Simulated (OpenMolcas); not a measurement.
**A workflow on BGeNH6 (SMILES B[NH][GeH3])**

Aim: a single-point energy (HF/ANO-R0), then a single-point energy (CASSCF(2,2)/ANO-R1), then an energy scan (CASPT2(2,2)/ANO-R1), then the energy along one coordinate (SC-NEVPT2(2,2)/ANO-R1), then the energy along one coordinate (MC-PDFT[tPBE](2,2)/ANO-R1) of BGeNH6. 

Program for the calculation: OpenMolcas 26.06.

## Step 1: The molecule

The species is BGeNH6 (9 atoms), meant as a singlet with charge 0. SMILES: `B[NH][GeH3]`. The coordinates come from a PBE0-D4/def2-TZVP relaxation.

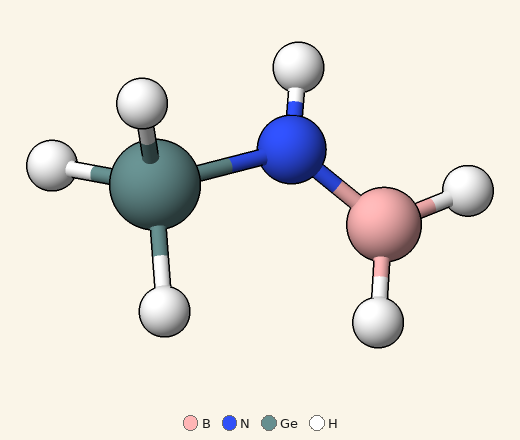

The structure, seen from a chosen angle (boron pink, nitrogen blue, germanium teal, hydrogen white).

## Step 2: A single-point energy at HF/ANO-R0 (sfX2C) (run 1)

Input file geom.xyz:

```xyz
9

B     -0.874000     0.629500    -1.162900
N     -0.023300     0.687100    -0.062700
Ge     0.665200    -0.761400     0.866600
H     -1.217900    -0.440700    -1.581000
H     -1.249100     1.647000    -1.674800
H      0.253900     1.598400     0.272500
H      2.201600    -0.714800     0.804900
H      0.114900    -2.015200     0.184600
H      0.217300    -0.676000     2.335700
```

Input file step1.inp:

```
&GATEWAY
COORD = geom.xyz
BASIS = ANO-R0
GROUP = NoSym
&SEWARD
&SCF
PRORBITALS = 0
&LOCALISATION
OCCUPIED
FREEZE
PIPEK-MEZEY
&LOCALISATION
FILEORB = $Project.LocOrb
VIRTUAL
PIPEK-MEZEY
```

Launch:

```sh
$ export MOLCAS_MEM=1860
$ pymolcas step1.inp > step1.log
```

Log:

```text
--- Start Module: gateway ---
[...]
--- Stop Module: gateway /rc=_RC_ALL_IS_WELL_ ---
[...]
      Basis functions           34
[...]
       Convergence after  11 Iterations
[...]
::    Total SCF energy                              -2179.2040813399
[...]
      Total spin, S                                     0.0000000000
[...]
      Total electronic charge=   50.000000
      Total            charge=   -0.000000
[...]
      Dipole Moment (debye):
      Origin of the operator (angstrom)=    0.3767   -0.3842    0.4832
                   X=  1.2732E+00               Y=  1.2157E+00               Z=  1.6179E+00           Total=  2.3909E+00
      Quadrupole Moment (debye*angstrom):
[...]
--- Start Module: localisation ---
[...]
--- Stop Module: localisation /rc=_RC_ALL_IS_WELL_ ---
--- Start Module: localisation ---
[...]
--- Stop Module: localisation /rc=_RC_ALL_IS_WELL_ ---
[...]
```

It took 3.3 s on 1 thread of Arm Neoverse V2, shared host; peak memory 0.41 GiB.

## Step 3: A single-point energy at CASSCF(2,2)/ANO-R1 (sfX2C, RICD fitting) (run 2)

geom.xyz is that of step 2.

Input file step2.input:

```
&GATEWAY
  Coord = geom.xyz
  Basis = ANO-R0
  Group = NoSym

&SEWARD

&RASSCF
  FileOrb = $CurrDir/step1.LocOrb
  Alter = 2
  1 20 25
  1 26 28
  Spin = 1
  Nactel = 2 0 0
  Inactive = 24
  Ras2 = 2
  OrbListing = Nothing
>>> COPY $Project.RunFile RUNFIL1
>>> COPY $Project.RasOrb INPORB

&GATEWAY
  Coord = geom.xyz
  Basis = ANO-R1
  Group = NoSym
  RICD

&SEWARD
>>> COPY $Project.RunFile RUNFIL2

&EXPBAS

&RASSCF
  FileOrb = $Project.ExpOrb
  Spin = 1
  Nactel = 2 0 0
  Inactive = 24
  Ras2 = 2
  OrbListing = Nothing
```

Launch:

```sh
$ export MOLCAS_MEM=1860
$ pymolcas step2.input > step2.log
```

Log:

```text
--- Start Module: gateway ---
[...]
      Basis functions           34
[...]
      Number of active orbitals                  2
[...]
      Spin quantum number                      0.0
[...]
      Active orbitals                            2
[...]
      Number of CSFs                             3
[...]
      Number of root(s) required                 1
[...]
      Convergence after 13 iterations
[...]
      printout of CI-coefficients larger than  0.05 for root  1
      energy=   -2179.221013
      conf/sym  11     Coeff  Weight
             1  20   0.99267 0.98540
             3  02  -0.12084 0.01460
      Natural orbitals and occupation numbers for root  1
      sym 1:   1.970795   0.029205
      ************************************************************************************************************************
      *                                                    Final results                                                     *
[...]
::    RASSCF root number  1 Total energy:  -2179.22101306
[...]
      Basis functions           97
[...]
      Convergence after 16 iterations
[...]
      Natural orbitals and occupation numbers for root  1
      sym 1:   1.981214   0.018786
      ************************************************************************************************************************
      *                                                    Final results                                                     *
[...]
::    RASSCF root number  1 Total energy:  -2179.87946332
[...]
      Total electronic charge=   50.000000
      Total            charge=   -0.000000
[...]
      Dipole Moment (debye):
      Origin of the operator (angstrom)=    0.3767   -0.3842    0.4832
                   X=  8.6980E-01               Y=  2.3185E-01               Z=  1.1213E+00           Total=  1.4379E+00
      Quadrupole Moment (debye*angstrom):
[...]
```

Run time: 14 s. Hardware: 1 thread of Arm Neoverse V2, shared host; peak memory 0.41 GiB.

## Step 4: An energy scan at CASPT2(2,2)/ANO-R1 (sfX2C, RICD fitting, ipea shift 0.25 Eh, pt2 variant SS) (run 3)

Input file step3.input:

```
>>> COPY $CurrDir/step2.RasOrb $Project.RasOrb
>>> ForEach K in (1, 2, 3, 4, 5, 6, 7, 8, 9)

&gateway
  coord=$CurrDir/point$K.xyz
  basis=ANO-R1
  group=NoSym
  ricd

&seward

&rasscf
  fileorb=$Project.RasOrb
  spin=1
  nactel=2 0 0
  inactive=24
  ras2=2
  orblisting=Nothing

&caspt2
  imaginary=0.2
  frozen=11
>>> EndDo
```

Launch:

```sh
$ export MOLCAS_MEM=1860
$ pymolcas step3.input > step3.log
```

Log:

```text
[...]
      Basis functions           97
[...]
      Number of active orbitals                  2
[...]
      Spin quantum number                      0.0
[...]
      Active orbitals                            2
[...]
      Number of CSFs                             3
[...]
      Number of root(s) required                 1
[...]
      Convergence after 11 iterations
[...]
      printout of CI-coefficients larger than  0.05 for root  1
      energy=   -2179.858112
      conf/sym  11     Coeff  Weight
             1  20   0.99697 0.99394
             3  02  -0.07782 0.00606
      Natural orbitals and occupation numbers for root  1
      sym 1:   1.987887   0.012113
      ************************************************************************************************************************
      *                                                    Final results                                                     *
[...]
::    RASSCF root number  1 Total energy:  -2179.85811221
[...]
::    CASPT2 Root  1     Total energy:  -2180.59983713
[...]
      Convergence after 11 iterations
[...]
      Natural orbitals and occupation numbers for root  1
      sym 1:   1.981195   0.018805
      ************************************************************************************************************************
      *                                                    Final results                                                     *
[...]
      Convergence after 14 iterations
[...]
      Convergence after 12 iterations
[...]
      Convergence after  9 iterations
[...]
::    RASSCF root number  1 Total energy:  -2179.72729373
[...]
::    CASPT2 Root  1     Total energy:  -2180.44673643
[...]
      Convergence after  8 iterations
[...]
::    RASSCF root number  1 Total energy:  -2179.72649889
[...]
      Reference weight:           0.85890
[...]
::    CASPT2 Root  1     Total energy:  -2180.44495257
[...]
```

Run time: 96 s. Hardware: 1 thread of Arm Neoverse V2, shared host; peak memory 0.15 GiB.

The scan, from its lowest point:

```csv
Ge3–N2 (Å),energy (kJ/mol)
1.668,47.5
1.854,0.0
2.039,30.5
2.317,124.5
2.688,253.1
3.151,366.8
3.707,428.9
4.449,449.5
5.561,454.1
```

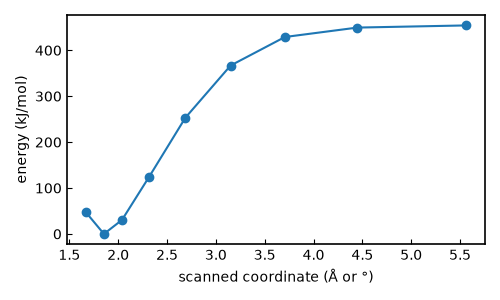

Energy along the scan.

## Step 5: An energy scan at SC-NEVPT2(2,2)/ANO-R1 (sfX2C, RICD fitting, pt2 variant SC-NEVPT2) (run 4)

Input file step4.input:

```
* BGeH6N NEVPT2
>>> COPY $CurrDir/step2.RasOrb $Project.RasOrb
>>> ForEach K in (1, 2, 3, 4, 5, 6, 7, 8, 9)

&GATEWAY
 Coord = $CurrDir/point$K.xyz
 Basis = ANO-R1
 Group = NoSym
 RICD

&SEWARD

&RASSCF
 FileOrb = $Project.RasOrb
 Spin = 1
 Nactel = 2 0 0
 Inactive = 24
 Ras2 = 2
 OrbListing = Nothing

&CASPT2
 SC-NEVPT2
 Frozen = 11
>>> EndDo
```

Launch:

```sh
$ export MOLCAS_MEM=1860
$ pymolcas step4.input > step4.log
```

Log:

```text
--- Start Module: gateway ---
[...]
      Basis functions           97
[...]
      Number of active orbitals                  2
[...]
      Spin quantum number                      0.0
[...]
      Active orbitals                            2
[...]
      Number of CSFs                             3
[...]
      Number of root(s) required                 1
[...]
      Convergence after 11 iterations
[...]
      printout of CI-coefficients larger than  0.05 for root  1
      energy=   -2179.858112
      conf/sym  11     Coeff  Weight
             1  20   0.99697 0.99394
             3  02  -0.07782 0.00606
      Natural orbitals and occupation numbers for root  1
      sym 1:   1.987887   0.012113
      ************************************************************************************************************************
      *                                                    Final results                                                     *
[...]
::    RASSCF root number  1 Total energy:  -2179.85811221
[...]
::    SC-NEVPT2 Root  1     Total energy:  -2180.59665761
[...]
      Convergence after 11 iterations
[...]
      Natural orbitals and occupation numbers for root  1
      sym 1:   1.981195   0.018805
      ************************************************************************************************************************
      *                                                    Final results                                                     *
[...]
      Convergence after 14 iterations
[...]
      Convergence after 12 iterations
[...]
      Convergence after  9 iterations
[...]
::    RASSCF root number  1 Total energy:  -2179.72729373
[...]
::    SC-NEVPT2 Root  1     Total energy:  -2180.44255622
[...]
      Convergence after  8 iterations
[...]
::    RASSCF root number  1 Total energy:  -2179.72649889
[...]
::    SC-NEVPT2 Root  1     Total energy:  -2180.44099939
[...]
```

Run time: 92 s. Hardware: 1 thread of Arm Neoverse V2, shared host; peak memory 0.15 GiB.

The scan, from its lowest point:

```csv
Ge3–N2 (Å),energy (kJ/mol)
1.668,51.2
1.854,0.0
2.039,27.7
2.317,119.4
2.688,249.9
3.151,370.5
3.707,435.6
4.449,455.8
5.561,459.8
```

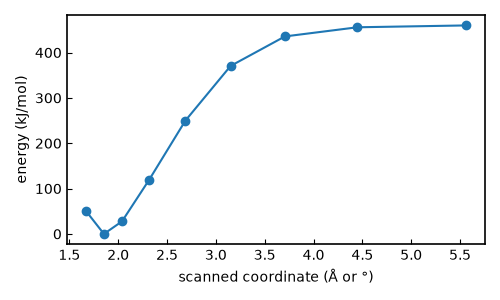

Energy along the scan.

## Step 6: The energy along one coordinate at MC-PDFT[tPBE](2,2)/ANO-R1 (sfX2C, RICD fitting) (run 5)

Input file step5.inp:

```
>>> COPY $CurrDir/step2.RasOrb $Project.RasOrb
>>> ForEach K in (1, 2, 3, 4, 5, 6, 7, 8, 9)

&GATEWAY
 Coord=$CurrDir/point$K.xyz
 Basis=ANO-R1
 Group=NoSym
 RICD

&SEWARD

&RASSCF
 FileOrb=$Project.RasOrb
 Spin=1
 Nactel=2 0 0
 Inactive=24
 Ras2=2
 OrbListing=Nothing

&MCPDFT
 KSDFT=T:PBE
>>> EndDo
```

Launch:

```sh
$ export MOLCAS_MEM=1860
$ pymolcas step5.inp > step5.log
```

Log:

```text
--- Start Module: gateway ---
[...]
      Basis functions           97
[...]
      Number of active orbitals                  2
[...]
      Spin quantum number                      0.0
[...]
      Active orbitals                            2
[...]
      Number of CSFs                             3
[...]
      Number of root(s) required                 1
[...]
      Convergence after 11 iterations
[...]
      printout of CI-coefficients larger than  0.05 for root  1
      energy=   -2179.858112
      conf/sym  11     Coeff  Weight
             1  20   0.99697 0.99394
             3  02  -0.07782 0.00606
      Natural orbitals and occupation numbers for root  1
      sym 1:   1.987887   0.012113
      ************************************************************************************************************************
      *                                                    Final results                                                     *
[...]
::    RASSCF root number  1 Total energy:  -2179.85811221
[...]
::    MCPDFT root number  1 Total energy:  -2181.66968871
[...]
      Convergence after 11 iterations
[...]
      Natural orbitals and occupation numbers for root  1
      sym 1:   1.981195   0.018805
      ************************************************************************************************************************
      *                                                    Final results                                                     *
[...]
      Convergence after 14 iterations
[...]
      Convergence after 12 iterations
[...]
      Convergence after  9 iterations
[...]
::    RASSCF root number  1 Total energy:  -2179.72729373
[...]
::    MCPDFT root number  1 Total energy:  -2181.51840608
[...]
      Convergence after  8 iterations
[...]
::    RASSCF root number  1 Total energy:  -2179.72649889
[...]
::    MCPDFT root number  1 Total energy:  -2181.51713005
[...]
```

Run time: 99 s. Hardware: 1 thread of Arm Neoverse V2, shared host; peak memory 0.15 GiB.

The scan, from its lowest point:

```csv
Ge3–N2 (Å),energy (kJ/mol)
1.668,52.2
1.854,0.0
2.039,25.3
2.317,112.0
2.688,234.7
3.151,353.7
3.707,426.3
4.449,449.4
5.561,452.7
```

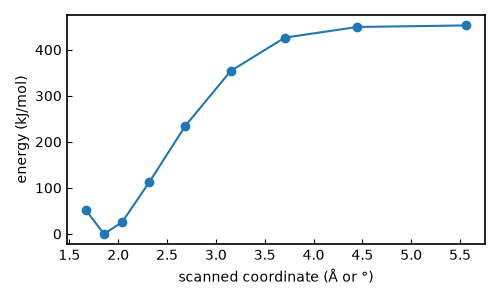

Energy along the scan.

## Step 7: Results

```
                                                   quantity           value
                             run 1, HF/ANO-R0: total energy  -2179.20408 Eh
                            run 1, HF/ANO-R0: dipole moment          2.39 D
                              run 1, HF/ANO-R0: HOMO energy       -12.93 eV
                              run 1, HF/ANO-R0: LUMO energy         1.94 eV
                            run 1, HF/ANO-R0: HOMO–LUMO gap        14.87 eV
                    run 2, CASSCF(2,2)/ANO-R1: total energy  -2179.87946 Eh
  run 2, CASSCF(2,2)/ANO-R1: dipole moment (CASSCF density)          1.44 D
       run 3, CASPT2(2,2)/ANO-R1: lowest energy of the scan  -2180.61792 Eh
    run 4, SC-NEVPT2(2,2)/ANO-R1: lowest energy of the scan  -2180.61615 Eh
run 5, MC-PDFT[tPBE](2,2)/ANO-R1: lowest energy of the scan  -2181.68957 Eh
```

Mulliken charges (run 1, HF/ANO-R0) run from -0.53 on N2 to +0.38 on H6; they depend strongly on the basis.
